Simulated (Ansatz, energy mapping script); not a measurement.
# FeI2 monolayer: exchange couplings from total energies

Wanted: the magnetic order of FeI2 monolayer, its couplings and an estimate of its ordering temperature, by LDA+U (4.95 eV).

Main program and level: Ansatz 0.2.0; LDA with U = 4.95 eV on Fe d, ortho-atomic projectors; plane waves, U on orthogonalised atomic orbitals unless named otherwise, collinear spin, no spin–orbit coupling.

**1. The starting structure**

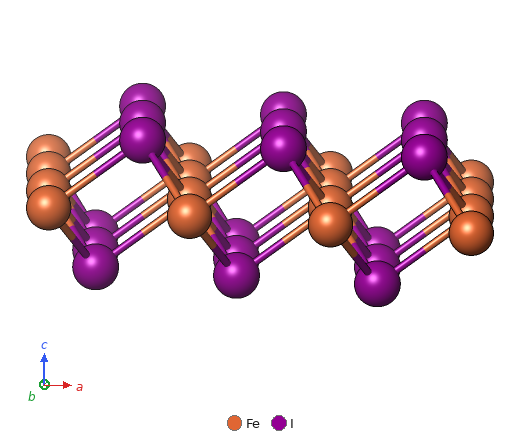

Start, viewed nearly edge on; iron orange, iodine purple. 3×3×1 cells are drawn. Some periodic images of atoms are drawn too.

The cell holds 3 atoms: 1 Fe and 2 I. Cell: a = 4.040 Å, b = 4.040 Å, c = 18.375 Å, α = 90.0°, β = 90.0°, γ = 120.0°. It derives from FeI2. one layer cut from the bulk crystal, unrelaxed, 15 A of vacuum. Vacuum lies along c.

Coordinates:

```cif
data_structure
_symmetry_space_group_name_H-M 'P 1'
_symmetry_Int_Tables_number 1
_cell_length_a 4.0400
_cell_length_b 4.0400
_cell_length_c 18.3750
_cell_angle_alpha 90.000
_cell_angle_beta 90.000
_cell_angle_gamma 120.000
_cell_volume 259.73
loop_
_atom_site_label
_atom_site_type_symbol
_atom_site_fract_x
_atom_site_fract_y
_atom_site_fract_z
_atom_site_occupancy
Fe1 Fe 0.00000 0.00000 0.50000 1
I2 I 0.66667 0.33333 0.59184 1
I3 I 0.33333 0.66667 0.40816 1
```

A Hubbard U penalises fractional filling of the shell. It raises the cost of virtual hops to the neighbours, so couplings that rest on such hops usually weaken.

**2. Seed run in the crystal's own cell**

A corrected shell can settle in several orbital fillings. One parallel run, with an occupation width a fifth wider than the orders use, therefore is to supply the occupation matrices. All orders start from them.

The input, input.yaml:

```yaml
crystal:
  lattice:
    - [4.040000213, 0.0, 0.0]
    - [-2.020000106, 3.498742816, 0.0]
    - [0.0, 0.0, 18.375]
  atoms:
    - { symbol: Fe, position: [0.0, 0.0, 0.5], spin: 4.0 }
    - { symbol: I, position: [0.666666667, 0.333333333, 0.591837] }
    - { symbol: I, position: [0.333333333, 0.666666667, 0.408163] }
magnetization:
  spin_polarized: true
kpoints:
  mp_grid: { grid: [6, 6, 1] }
hamiltonian:
  xc: lda
  hubbard:
    sites: [{ species: Fe, l: d, u_eff: 4.95 }]
    projectors: ortho-atomic
scf:
  occupations: { method: fermi_dirac, width: 0.06 }
output:
  eigenvalues: true
```

Launch:

```sh
ansatz run input.yaml --threads 4 --pin off --max-ram 8192MiB --backend cpu --events-out ev --progress --plain --runs-dir out
```

Numbers of over 12 decimals in the logs are rounded to 6 here.

The log of the run:

```text
Engine: ansatz 0.2.0, aarch64-unknown-linux-gnu
Pseudopotentials: kind: paw
Pseudopotential: Fe, paw, valence charge 16, recommended cutoff 420 eV (normal), Fe.paw.azcp
Pseudopotential: I, paw, valence charge 17, recommended cutoff 420 eV (normal), I.paw.azcp
Functional definition: SPW92
  exchange = slater_x
  correlation = pw_c
Crystal: 3 atoms, lattice volume = 259.729 Å³
Basis set: ecut = 420 eV, 5125 PW (Γ)
Bands: 33, of which v1, the nominal top of the filled ones, is band 25 counted from 1 (24 counted from 0)
Symmetry: 12 space group operations
Space group: P-3m1 (ITA 164), of the structure as read, at distance tolerance 6.4e-5 Å
Magnetic group: BNS 164.85 (UNI 1315), of the structure as read, at distance tolerance 6.4e-5 Å
k-points: 7 of 36
Non-local potential: Fe, projectors of the file, l = 0: 3, l = 1: 2, l = 2: 3, l = 3: 1
Non-local potential: I, projectors of the file, l = 0: 2, l = 1: 2, l = 2: 2, l = 3: 2
PAW form: soft (Blöchl's): semilocal exchange-correlation on the pseudo side does not see the compensation charge
PAW frozen core: Fe, regenerated for the run's functional, and the local potential with it (the file was generated under x = pbe(κ = 0.804, μ = 0.219515), c = pbe(β = 0.066725))
PAW frozen core: I, regenerated for the run's functional, and the local potential with it (the file was generated under x = pbe(κ = 0.804, μ = 0.219515), c = pbe(β = 0.066725))
PAW one-centre angular grid: Fe, 590 points (default); XC on 64 Gauss nodes
PAW one-centre angular grid: I, 590 points (default); XC on 64 Gauss nodes
Initial density: superposition of atomic densities (neutral atoms: chi_scale 0, normalization atom)
Starting moments: Σ|m| = 4 μB on 1 of 3 sites
Initial wavefunctions: pseudopotential atomic-orbital guess
Functional: x = slater, c = lda
iter 1 solved again at ethr=3.56e-4 eV; its pass at ethr=3.10e-3 eV (dr2=1.78e-1 eV) is discarded
SCF iter   1: F=—  HF=-19128.388579 eV  |F-HF|=—  |Δ(HF+E_count)|=         —  Δρ=8.74e-3 (↑4.74e-3 ↓8.74e-3)  dr2=1.86e-1  dr2_m=6.13e-2  M=4.000 μB ∫|m|=4.007 μB  β_m=1.00  ethr=3.56e-4  ⟨swp⟩=2.0  Hψ=3241  notcnv=0
preconditioner: auto → none  [metal: Δε(μ)=0.086 eV  Ē_g=9.714 eV  σ=0.060 eV  W_gap=0.34  n_scr=54 (ndim 8)  ℏωp=10.8 eV  f_vac=0.623  D(μ)=4.79/eV (n_scr^D=16)  sad-step TF]
SCF iter   2: F=—  HF=-19128.587790 eV  |F-HF|=—  |Δ(HF+E_count)|=   1.99e-1  Δρ=4.05e-3 (↑3.72e-3 ↓4.05e-3)  dr2=1.15e-1  dr2_m=1.30e-3  M=4.000 μB ∫|m|=4.022 μB  β_m=1.00  ethr=3.56e-4  ⟨swp⟩=2.6  Hψ=681  notcnv=0
SCF iter   3: F=—  HF=-19128.625615 eV  |F-HF|=—  |Δ(HF+E_count)|=   3.78e-2  Δρ=2.11e-3 (↑1.90e-3 ↓2.11e-3)  dr2=2.74e-2  dr2_m=8.63e-4  M=4.000 μB ∫|m|=4.023 μB  β_m=0.30  ethr=2.29e-4  ⟨swp⟩=3.1  Hψ=730  notcnv=0  defer=9
[...]
spin=Collinear: Resta preconditioning applied to the charge; magnetization (m = ρ↑ − ρ↓) channel mixes plain (no charge-response kernel on spin).
[...]
SCF 4 converged in 3 iterations: F = -19129.921047 eV  dr2 = 4.49e-9
Symmetry: 2 space group operations
k-points: 20 of 36
[...]
spin=Collinear: Resta preconditioning applied to the charge; magnetization (m = ρ↑ − ρ↓) channel mixes plain (no charge-response kernel on spin).
[...]
an SCF along what the orbitals of the run's state read of its open shells (or to have them read: on a GPU, or by another smearing), with 10 of the crystal's symmetry operations given up (20 k-points in place of 7), reached no lower state that the run goes on to. This is no proof of a minimum
the search or the solves at the SCF's close seem to have found levels that the self-consistency loop had missed (the run counts 1). By its estimate they hold under 1e-12 electrons; where the run keeps them, the occupations were computed again with them
SCF converged after 3 iterations
Stability not told: the lowest value that the SCF's own minimisation read on its close, 1.5e-1 (residual 2.1e-3), is positive but too near zero to vouch for directions that it does not look along: no lower mode is shown, and none is ruled out
Magnetization: 4.0000 μB (27.0000 up, 23.0000 down)
Absolute magnetization: 4.0075 μB (∫|ρ↑−ρ↓|, with the PAW one-centre terms)
Spin contamination: 0.0088 ħ² per cell (⟨S²⟩ above its minimum at these occupations)
Per-site moments (μB) at R_I (Å): [(3.639482, 1.187556), (0.080624, 1.187556), (0.080624, 1.187556)]
Free energy (F): -19129.921047 eV
Harris-Foulkes:  -19129.921047 eV  (|F-HF|=4.47e-9)
Internal energy: -19129.921047 eV  (E = F + TS)
E sigma→0 (E₀):  -19129.921047 eV
Entropy (-TS):   -0.000000 eV (-0.000 meV/atom)
Fermi energy:    -0.477358 eV
--- Per-component energies (eV) ---
  E_band       = -1546.836713
  E_kinetic    = 717.310568
  E_local      = -32161.689826  (includes V_loc(G=0)·N_el)
  E_nonlocal   = 63.421728
  E_hartree    = 15697.448486
  E_xc         = -366.100706
  E_vxc        = -401.556373  (∫ρ·V_xc dr)
  E_hubbard    = 0.826710  (on-site DFT+U / exact-exchange correction)
  E_vhub       = -14.053988  (the Hubbard potential's part of the band-sum identity)
  E_paw        = -10630.567013  (= ΣΔE_a)
  E_vpaw       = -1145.171663  (= ΣTr[D̂ρ^β])
  E_aug_tail   = 0.001005  (compensation charges beyond the density's cutoff)
  E_ewald      = 7547.464036
  E_core_change = 1.963966  (= ΣΔE_core)
  E_smearing   = -0.000000  (= −TS)
  E_closure    = 0.000000  (closes the sum)
  Σ components = -19129.921047   (vs F -19129.921047, Δ=0.00e0)
--- Band table (eV; the first three rows and the last of 26) ---
  k-point 0 ↑: bands = [... 21 lower, -5.0120, -2.7498, -1.7826, -1.7442, -1.3801, -1.3207, 2.0101, 3.0480, ... 4 higher]
  k-point 1 ↑: bands = [... 21 lower, -4.9736, -2.8965, -2.5796, -2.3059, -2.1182, -1.4223, 2.6937, 3.6947, ... 4 higher]
  k-point 2 ↑: bands = [... 21 lower, -5.0624, -4.3183, -3.3673, -2.7319, -2.1937, -1.6130, 1.9354, 3.7103, ... 4 higher]
  k-point 12 ↓: bands = [... 21 lower, -2.8738, -2.5086, 0.3694, 0.9636, 1.1039, 1.6746, 2.2995, 3.6998, ... 4 higher]
Occupation matrices written to <dir>
```

Run time: 95 s. Hardware: 4 threads of Arm Neoverse V1, shared host; peak memory 1.1 GiB.

Reading the cycles: dr2 is the Hartree energy of the density residual (eV), the measure of convergence; HF is the Harris–Foulkes estimate of the energy, which meets the free energy F at convergence.

Numbers from this step:

| Item | Value |
| --- | --- |
| final state | ferromagnetic |
| electrons in the corrected shells | 6.346 e |
| largest moment | 3.639 μB |

**3. Parallel start in cell A (6 atoms)**

Each cell gets its own parallel run on the same mesh, so that most of the mesh error cancels in the differences.

The input, input.yaml:

```yaml
crystal:
  lattice:
    - [4.040000213, 0.0, 0.0]
    - [-4.040000212, 6.997485632, 0.0]
    - [0.0, 0.0, 18.375]
  atoms:
    - { symbol: Fe, position: [0.0, 0.0, 0.5], spin: 4.0 }
    - { symbol: Fe, position: [0.0, 0.5, 0.5], spin: 4.0 }
    - { symbol: I, position: [0.666666667, 0.166666666, 0.591837] }
    - { symbol: I, position: [0.666666667, 0.666666667, 0.591837] }
    - { symbol: I, position: [0.333333333, 0.333333334, 0.408163] }
    - { symbol: I, position: [0.333333333, 0.833333333, 0.408163] }
magnetization:
  spin_polarized: true
kpoints:
  mp_grid: { grid: [6, 3, 1] }
hamiltonian:
  xc: lda
  hubbard:
    sites:
      - { species: Fe, l: d, u_eff: 4.95 }
      - { site: 0, l: d, u_eff: 4.95, starting_ns: [{ spin: up, occupation_matrix: fe1_major }, { spin: down, occupation_matrix: fe1_minor }] }
      - { site: 1, l: d, u_eff: 4.95, starting_ns: [{ spin: up, occupation_matrix: fe1_major }, { spin: down, occupation_matrix: fe1_minor }] }
    projectors: ortho-atomic
    occupation_matrices:
      fe1_major:
        matrix:
          - [0.999, 0.0, 0.0, 0.0, 0.0]
          - [0.0, 0.998, 0.0, 0.0, 0.0]
          - [0.0, 0.0, 0.998, 0.0, 0.0]
          - [0.0, 0.0, 0.0, 0.998, 0.0]
          - [0.0, 0.0, 0.0, 0.0, 0.998]
      fe1_minor:
        matrix:
          - [0.022, -0.005, 0.003, -0.002, 0.003]
          - [-0.005, 0.194, 0.131, 0.183, 0.054]
          - [0.003, 0.131, 0.344, 0.265, 0.183]
          - [-0.002, 0.183, 0.265, 0.572, 0.301]
          - [0.003, 0.054, 0.183, 0.301, 0.223]
scf:
  occupations: { method: fermi_dirac, width: 0.05 }
output:
  eigenvalues: true
```

The log of the run:

```text
Warning: crystal.symmetry: narrowed to the stabiliser of the occupation matrices — unitary ops 8 → 4; lowered by the specified shells (site 0, l: d), (site 1, l: d); largest admitted image defect 4.4e-16, smallest excluded 6.0e-1 — at a splitting's scale: the group the occupation matrices' own texture admits
[...]
Crystal: 6 atoms, lattice volume = 519.458 Å³
Basis set: ecut = 420 eV, 10211 PW (Γ)
Bands: 65, of which v1, the nominal top of the filled ones, is band 50 counted from 1 (49 counted from 0)
Symmetry: 4 space group operations
k-points: 10 of 18
[...]
Starting moments: Σ|m| = 8 μB on 2 of 6 sites
[...]
SCF iter  20: F=-38259.842094 eV  HF=-38259.842094 eV  |F-HF|=7.28e-11  |Δ(HF+E_count)|=   1.92e-9  Δρ=1.03e-7 (↑7.07e-8 ↓1.03e-7)  dr2=9.10e-11  dr2_m=6.83e-12  M=8.000 μB ∫|m|=8.015 μB  ethr=1.00e-12  ⟨swp⟩=1.0  Hψ=3547  notcnv=0
SCF 1 converged in 20 iterations: F = -38259.842094 eV  dr2 = 9.10e-11
[...]
SCF converged after 20 iterations
an eigenvalue changed by more than its tolerance at an iteration that met the thresholds in force, so the SCF went on 7 times, its first undamped step at iteration 14: the last check found none over its tolerance
Magnetization: 8.0000 μB (54.0000 up, 46.0000 down)
Absolute magnetization: 8.0151 μB (∫|ρ↑−ρ↓|, with the PAW one-centre terms)
[...]
Per-site moments (μB) at R_I (Å): [(3.639480, 1.187556), (3.639480, 1.187556), (0.080625, 1.187556), (0.080625, 1.187556), (0.080625, 1.187556), (0.080625, 1.187556)]
Free energy (F): -38259.842094 eV
[...]
Internal energy: -38259.842094 eV  (E = F + TS)
E sigma→0 (E₀):  -38259.842094 eV
Fermi energy:    -0.477862 eV
[...]
--- Specified on-site occupations, and those of the state reported ---
  electrons in the specified blocks: 12.6920 specified, 12.6929 found
  site 0 (l=d) ↑: largest change of an orbital's occupation 0.0011; electrons 4.9910 specified, 4.9915 found; spectral distance 0.0013
[...]
site 1 (l=d) ↓: largest change of an orbital's occupation 0.0009; electrons 1.3550 specified, 1.3549 found; spectral distance 0.0007
[...]
--- Band table (eV; the first three rows and the last of 20) ---
  k-point 0 ↑: bands = [... 46 lower, -3.0081, -2.7498, -2.0868, -1.7826, -1.7442, -1.7030, -1.3801, -1.3208, ... 11 higher]
  k-point 1 ↑: bands = [... 46 lower, -2.8965, -2.7319, -2.5796, -2.3059, -2.1937, -2.1182, -1.6130, -1.4223, ... 11 higher]
  k-point 2 ↑: bands = [... 46 lower, -3.3364, -2.8965, -2.5796, -2.3534, -2.3059, -2.1182, -1.9786, -1.4223, ... 11 higher]
  k-point 9 ↓: bands = [... 46 lower, 0.6262, 0.7249, 0.7971, 0.9975, 1.0983, 1.1538, 1.6368, 1.7067, ... 11 higher]
Occupation matrices written to <dir>
```

The job ended after 30 s (4 threads; peak memory 1.4 GiB; 1.8 min of CPU time).

Spin moment in the sphere by atom:

| atom | spin moment in the sphere (μB) |
| --- | --- |
| Fe1 | 3.64 |
| Fe2 | 3.64 |
| I3 | 0.08 |
| I4 | 0.08 |
| I5 | 0.08 |
| I6 | 0.08 |

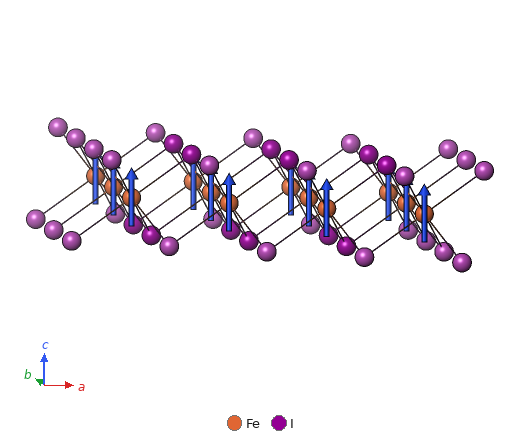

Spin moment in the sphere as arrows, the longest 3.64 μB. Up and down stand for the sign. Arrows give size and sign along the axis of quantisation, drawn up and down the page. 3×1×1 cells are drawn. Some periodic images of atoms are drawn too.

The run ends ferromagnetic.

**4. Compensated +− start in cell A (6 atoms)**

This order reverses 4 of the 6 neighbours at 4.04 Å, 4 of the 6 neighbours at 7.00 Å and 0 of the 6 neighbours at 8.08 Å, counted for an average magnetic atom.

input.yaml: that of step 3 with these lines changed.

```diff
@@ -7,3 +7,3 @@
     - { symbol: Fe, position: [0.0, 0.0, 0.5], spin: 4.0 }
-    - { symbol: Fe, position: [0.0, 0.5, 0.5], spin: 4.0 }
+    - { symbol: Fe, position: [0.0, 0.5, 0.5], spin: -4.0 }
     - { symbol: I, position: [0.666666667, 0.166666666, 0.591837] }
@@ -22,3 +22,3 @@
       - { site: 0, l: d, u_eff: 4.95, starting_ns: [{ spin: up, occupation_matrix: fe1_major }, { spin: down, occupation_matrix: fe1_minor }] }
-      - { site: 1, l: d, u_eff: 4.95, starting_ns: [{ spin: up, occupation_matrix: fe1_major }, { spin: down, occupation_matrix: fe1_minor }] }
+      - { site: 1, l: d, u_eff: 4.95, starting_ns: [{ spin: up, occupation_matrix: fe1_minor }, { spin: down, occupation_matrix: fe1_major }] }
     projectors: ortho-atomic
```

The log of the run:

```text
[...]
Crystal: 6 atoms, lattice volume = 519.458 Å³
Basis set: ecut = 420 eV, 10211 PW (Γ)
Bands: 65, of which v1, the nominal top of the filled ones, is band 50 counted from 1 (49 counted from 0)
Symmetry: 2 space group operations
k-points: 10 of 18
[...]
Starting moments: Σ|m| = 8 μB on 2 of 6 sites
[...]
SCF iter  48: F=-38259.841399 eV  HF=-38259.841399 eV  |F-HF|=1.65e-9  |Δ(HF+E_count)|=   1.00e-8  Δρ=4.45e-7 (↑4.45e-7 ↓4.45e-7)  dr2=7.00e-10  dr2_m=4.58e-10  M=0.000 μB ∫|m|=7.702 μB  ethr=1.80e-12  ⟨swp⟩=1.0  Hψ=1751  notcnv=0
SCF 1 converged in 48 iterations: F = -38259.841399 eV  dr2 = 7.00e-10
[...]
SCF converged after 48 iterations
[...]
Magnetization: 0.0000 μB (50.0000 up, 50.0000 down)
Absolute magnetization: 7.7008 μB (∫|ρ↑−ρ↓|, with the PAW one-centre terms)
[...]
Per-site moments (μB) at R_I (Å): [(3.632990, 1.187556), (-3.632990, 1.187556), (0.020417, 1.187556), (-0.020417, 1.187556), (-0.020417, 1.187556), (0.020417, 1.187556)]
Free energy (F): -38259.841399 eV
[...]
Internal energy: -38259.841399 eV  (E = F + TS)
E sigma→0 (E₀):  -38259.841399 eV
Fermi energy:    -0.430657 eV
[...]
--- Specified on-site occupations, and those of the state reported ---
  electrons in the specified blocks: 12.6920 specified, 12.6948 found
[...]
--- Band table (eV; the first three rows and the last of 20) ---
  k-point 0 ↑: bands = [... 46 lower, -1.7199, -1.6834, -1.6027, -1.5284, 0.8015, 0.8474, 1.0566, 1.5423, ... 11 higher]
  k-point 1 ↑: bands = [... 46 lower, -2.4074, -2.2132, -2.0419, -1.4830, 0.7335, 0.9112, 1.0124, 1.6565, ... 11 higher]
  k-point 2 ↑: bands = [... 46 lower, -2.5098, -2.3220, -2.0648, -1.5950, 0.7820, 0.8631, 0.9845, 1.6518, ... 11 higher]
  k-point 9 ↓: bands = [... 46 lower, -2.9451, -2.7357, -2.3280, -1.9514, 0.6757, 0.8901, 1.0934, 1.6374, ... 11 higher]
Occupation matrices written to <dir>
```

Wall time 36 s (4 threads); peak memory 1.4 GiB.

Spin moment in the sphere by atom:

| atom | spin moment in the sphere (μB) |
| --- | --- |
| Fe1 | 3.63 |
| Fe2 | -3.63 |
| I3 | 0.02 |
| I4 | -0.02 |
| I5 | -0.02 |
| I6 | 0.02 |

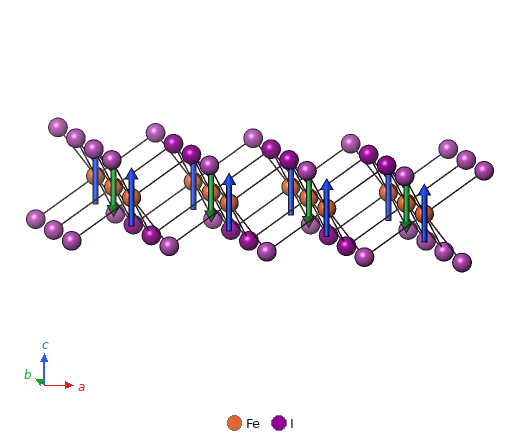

Spin moment in the sphere as arrows, the longest 3.63 μB. Up and down stand for the sign. Arrows give size and sign along the axis of quantisation, drawn up and down the page. The two directions have two colours. 3×1×1 cells are drawn. Some periodic images of atoms are drawn too.

The run ends antiferromagnetic, 0.35 meV a magnetic atom above the parallel order of its cell.

**5. Run 3 (parallel; cell B, 9 atoms)**

The parallel order again, as the reference for this cell.

The input, input.yaml:

```yaml
crystal:
  lattice:
    - [1.0e-09, 6.997485632, 0.0]
    - [-6.060000318, 10.496228448, 0.0]
    - [0.0, 0.0, 18.375]
  atoms:
    - { symbol: Fe, position: [0.0, 0.0, 0.5], spin: 4.0 }
    - { symbol: Fe, position: [0.0, 0.333333333, 0.5], spin: 4.0 }
    - { symbol: Fe, position: [0.0, 0.666666667, 0.5], spin: 4.0 }
    - { symbol: I, position: [0.666666667, 0.666666666, 0.591837] }
    - { symbol: I, position: [0.666666667, 0.0, 0.591837] }
    - { symbol: I, position: [0.666666667, 0.333333333, 0.591837] }
    - { symbol: I, position: [0.333333333, 0.0, 0.408163] }
    - { symbol: I, position: [0.333333333, 0.333333334, 0.408163] }
    - { symbol: I, position: [0.333333333, 0.666666667, 0.408163] }
magnetization:
  spin_polarized: true
kpoints:
  mp_grid: { grid: [6, 6, 1] }
hamiltonian:
  xc: lda
  hubbard:
    sites:
      - { species: Fe, l: d, u_eff: 4.95 }
      - { site: 0, l: d, u_eff: 4.95, starting_ns: [{ spin: up, occupation_matrix: fe1_major }, { spin: down, occupation_matrix: fe1_minor }] }
      - { site: 1, l: d, u_eff: 4.95, starting_ns: [{ spin: up, occupation_matrix: fe1_major }, { spin: down, occupation_matrix: fe1_minor }] }
      - { site: 2, l: d, u_eff: 4.95, starting_ns: [{ spin: up, occupation_matrix: fe1_major }, { spin: down, occupation_matrix: fe1_minor }] }
    projectors: ortho-atomic
    occupation_matrices:
      fe1_major:
        matrix:
          - [0.999, 0.0, 0.0, 0.0, 0.0]
          - [0.0, 0.998, 0.0, 0.0, 0.0]
          - [0.0, 0.0, 0.998, 0.0, 0.0]
          - [0.0, 0.0, 0.0, 0.998, 0.0]
          - [0.0, 0.0, 0.0, 0.0, 0.998]
      fe1_minor:
        matrix:
          - [0.022, -0.005, 0.003, -0.002, 0.003]
          - [-0.005, 0.194, 0.131, 0.183, 0.054]
          - [0.003, 0.131, 0.344, 0.265, 0.183]
          - [-0.002, 0.183, 0.265, 0.572, 0.301]
          - [0.003, 0.054, 0.183, 0.301, 0.223]
scf:
  occupations: { method: fermi_dirac, width: 0.05 }
output:
  eigenvalues: true
```

The log of the run:

```text
[...]
Crystal: 9 atoms, lattice volume = 779.188 Å³
Basis set: ecut = 420 eV, 15283 PW (Γ)
Bands: 98, of which v1, the nominal top of the filled ones, is band 75 counted from 1 (74 counted from 0)
Symmetry: 6 space group operations
k-points: 20 of 36
[...]
Starting moments: Σ|m| = 12 μB on 3 of 9 sites
[...]
k-point 1 ↑: bands = [... 71 lower, -3.5919, -2.6920, -2.5028, -2.3658, -2.1833, -2.1258, -2.0478, -1.9922, ... 19 higher]
  k-point 2 ↑: bands = [... 71 lower, -3.0546, -2.9290, -2.8310, -2.5628, -2.5310, -2.0786, -2.0068, -1.9371, ... 19 higher]
  k-point 19 ↓: bands = [... 71 lower, 0.8396, 0.8982, 0.8982, 0.9529, 0.9529, 0.9644, 1.1045, 1.5524, ... 19 higher]
Occupation matrices written to <dir>
[key lines of the parts left out:]
SCF converged after 17 iterations
Magnetization: 12.0000 μB (81.0000 up, 69.0000 down)
Free energy (F): -57389.769459 eV
Fermi energy:    -0.484724 eV
```

Wall time 2.4 min (4 threads); peak memory 3.5 GiB; 8.8 min of CPU time.

The run ends ferromagnetic. For each magnetic atom its energy differs from the parallel run of the first cell by -2.11 meV, an error that one common reference would have brought in.

(Continued in part 2 of 2.)

[Logs and program files are shortened in this print: banners, set-up blocks, solver, clock and traceback lines can be left out without a mark of their own.]

[Logs are printed without paths, hosts, clocks, repeated set-up lines and the standing remarks that a program may print on its own settings, such as how far it seeks lower states.]

[Hosts, paths, dates, database ids (printed as entryN), source tags and the programs' standing remarks are cut or masked in the printed files.]

[Where a cell is said to come from a database of computed structures, the database is the Materials Project.]
